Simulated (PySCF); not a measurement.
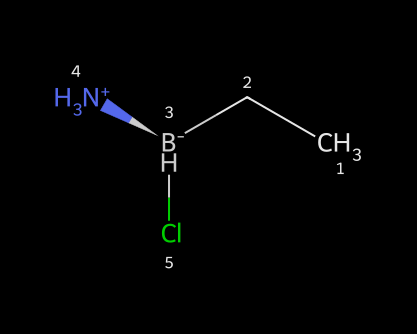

A structural formula, with wedges where it has stereocentres; small numbers name the atoms. The configuration is that of a computed structure (PBE0-D3(BJ)/def2-SVP).

Question: Give the R/S and E/Z labels.

Answer: B3: R.

Question: Write the isomeric SMILES.

Answer: CC[B@H-]([NH3+])Cl
